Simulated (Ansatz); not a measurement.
# One shape, several levels: doublet H2PO2

Wanted: a comparison of 4 runs (UHF/STO-3G, U-r2SCAN/STO-3G, UHSE06/STO-3G, UMP2/STO-3G) of doublet H2PO2. 

Program for the calculation: Ansatz 0.2.0.

5 further runs of the same task are left out: 4 that didn't finish, 1 set aside as unsound or not needed.

### Step 1. Starting point

The species is H2PO2 (5 atoms), meant as a doublet with charge 0. SMILES of the parent species: `O=[PH2][O-]`. The coordinates come from a GFN2-xTB relaxation. That shape belongs to the parent species and isn't relaxed for this state.

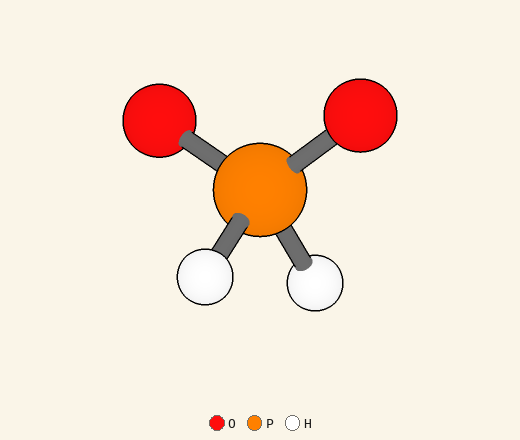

Viewed from a chosen angle; oxygen red, phosphorus orange, hydrogen white.

### Step 2. The energy at UHF/STO-3G (run 1)

in.yaml

```yaml
crystal:
  periodic: [false, false, false]
  atoms:
    - symbol: O
      position_ang: [-0.569750, 0.418060, 1.344900]
    - symbol: P
      position_ang: [0.023990, -0.029410, 0.067110]
    - symbol: O
      position_ang: [1.087130, -1.056140, 0.105400]
    - symbol: H
      position_ang: [-0.993470, -0.417790, -0.831230]
    - symbol: H
      position_ang: [0.452100, 1.085290, -0.686190]
basis:
  gaussian:
    orbitals: STO-3G
accuracy: high
magnetization:
  spin_polarized: true
  initial_magnetization: 1
hamiltonian:
  xc: hf
```

Run with:

```bash
$ ansatz run in.yaml --threads 1 --pin off --max-ram 2610MiB --events-out events.jsonl --progress --plain --runs-dir runs
```

What it wrote:

```text
Warning: RAYON_NUM_THREADS=1 ignored (pool sized by the plan → 1); use --threads N
Functional definition: HF
  name "HF"
  exchange = exact_x
  correlation = 0
387 factors; integrals over basis functions are off by at most 2.4e-8 eV
mean field evaluation 1: about -13203.7026 eV, gradient 2.6e1 eV
mean field evaluation 2: about -13203.7675 eV, gradient 2.7e1 eV
mean field evaluation 4: about -13209.5420 eV, gradient 1.9e0 eV
mean field evaluation 8: about -13209.6134 eV, gradient 1.8e-1 eV
mean field evaluation 16: about -13211.9969 eV, gradient 1.3e0 eV
mean field evaluation 32: about -13211.9469 eV, gradient 2.4e-1 eV
mean field evaluation 64: about -13212.0481 eV, gradient 1.3e-1 eV
mean field evaluation 96: about -13211.7763 eV, gradient 4.4e-1 eV
mean field evaluation 128: about -13209.6092 eV, gradient 3.0e-3 eV
mean field -13212.04950494 eV, -485.5338638579 hartree, gradient 1.6e-8 eV, S^2 0.763191; 4 other end points of the search recorded, 0 dependent functions left out
reference -13212.04950494 eV, -485.5338638579 hartree; 17, 16 occupied and 4, 5 virtual orbitals, 387 factors
Total energy: -13212.04950494 eV, -485.5338638579 hartree
```

Run time: 0.5 s. Hardware: 1 thread of Arm Neoverse V1, shared host.

### Step 3. The energy at U-r2SCAN/STO-3G (run 2)

molecule.yaml

```yaml
crystal:
  periodic: [false, false, false]
  atoms:
    - symbol: O
      position_ang: [-0.569750, 0.418060, 1.344900]
    - symbol: P
      position_ang: [0.023990, -0.029410, 0.067110]
    - symbol: O
      position_ang: [1.087130, -1.056140, 0.105400]
    - symbol: H
      position_ang: [-0.993470, -0.417790, -0.831230]
    - symbol: H
      position_ang: [0.452100, 1.085290, -0.686190]
basis:
  gaussian:
    orbitals: STO-3G
magnetization:
  spin_polarized: true
  initial_magnetization: 1
hamiltonian:
  xc: r2scan
accuracy: high
```

Run with:

```bash
$ ansatz run molecule.yaml --threads 1 --pin off --max-ram 2610MiB --events-out events.jsonl --progress --plain --runs-dir runs
```

What it wrote:

```text
Warning: RAYON_NUM_THREADS=1 ignored (pool sized by the plan → 1); use --threads N
Functional definition: r2SCAN
  name "r2SCAN"
  parameter k0 = 0.174
  parameter k1 = 0.065
  parameter a1 = 4.9479
  exchange = r2scan_x(k0 = k0, k1 = k1, a1 = a1)
  correlation = r2scan_c
387 factors; integrals over basis functions are off by at most 2.4e-8 eV
mean field evaluation 1: about -13238.2550 eV, gradient 3.0e1 eV
mean field evaluation 2: about -13210.9268 eV, gradient 7.6e1 eV
mean field evaluation 4: about -13245.0435 eV, gradient 3.7e0 eV
mean field evaluation 8: about -13245.1497 eV, gradient 1.6e-1 eV
mean field evaluation 16: about -13245.1211 eV, gradient 1.2e-2 eV
mean field evaluation 32: about -13244.1833 eV, gradient 6.7e0 eV
mean field -13245.28096056 eV, -486.7550973267 hartree, gradient 1.5e-8 eV, S^2 0.760015; 7 other end points of the search recorded, 0 dependent functions left out
reference -13245.28096113 eV, -486.7550973477 hartree; 17, 16 occupied and 4, 5 virtual orbitals, 387 factors
Total energy: -13245.28096113 eV, -486.7550973477 hartree
```

It took 11 s on 1 thread of Arm Neoverse V1, shared host; peak memory 0.23 GiB.

Run 3 isn't shown in full; the table further down has it.

### Step 4. A single-point energy at UMP2/STO-3G (run 4)

job.yaml

```yaml
crystal:
  periodic: [false, false, false]
  atoms:
    - {symbol: O, position_ang: [-0.569750, 0.418060, 1.344900]}
    - {symbol: P, position_ang: [0.023990, -0.029410, 0.067110]}
    - {symbol: O, position_ang: [1.087130, -1.056140, 0.105400]}
    - {symbol: H, position_ang: [-0.993470, -0.417790, -0.831230]}
    - {symbol: H, position_ang: [0.452100, 1.085290, -0.686190]}
basis:
  gaussian: {orbitals: STO-3G}
magnetization: {spin_polarized: true, initial_magnetization: 1}
correlation: {method: mp2, frozen_orbitals: {H: 0, O: 1, P: 5}}
accuracy: high
```

Run with:

```bash
$ ansatz run job.yaml --threads 1 --pin off --max-ram 2610MiB --events-out events.jsonl --progress --plain --runs-dir runs
```

What it wrote, shortened:

```text
Warning: RAYON_NUM_THREADS=1 ignored (pool sized by the plan → 1); use --threads N
[... 2 set-up lines as earlier in the session ...]
[...]
387 factors; integrals over basis functions are off by at most 2.4e-8 eV
[...]
mean field -13212.04950494 eV, -485.5338638579 hartree, gradient 1.6e-8 eV, S^2 0.763191; 9 other end points of the search recorded, 0 dependent functions left out
7 core orbitals not correlated: weight in the atoms' cores, before any rotation towards them, 1.000 or more for the frozen orbitals, at most 0.000 for the correlated occupied ones
reference -13212.04950494 eV, -485.5338638579 hartree; 10, 9 occupied and 4, 5 virtual orbitals, 387 factors
second order -2.61988578 eV of doubles, -0.00000000 eV of singles
Total energy: -13214.66939072 eV, -485.6301428843 hartree
```

Run time: 0.66 s. Hardware: 1 thread of Arm Neoverse V1, shared host.

### Step 5. All runs side by side

```tsv
run	level	frozen core orbitals	energy (Eh)	⟨S²⟩	wall time
1	UHF/STO-3G	–	-485.533864	0.763	0.5 s
2	U-r2SCAN/STO-3G	–	-486.755097	0.760	11 s
3	UHSE06/STO-3G	–	-486.535665	0.767	4.5 s
4	UMP2/STO-3G	7	-485.630143	0.763	0.66 s
```

### Step 6. What came out

| quantity | value |
| --- | --- |
| run 4: total energy | -485.63014 Eh |
| run 4: correlation energy (7 core orbitals frozen) | -96.3 mEh |
| run 4: ⟨S²⟩ of the reference determinant | 0.763 |

Totals of different functionals can't be ranked against each other. In runs 1, 2, 3, 4 the basis is minimal, so the values are rough. All runs together took 16 s, the longest 11 s.
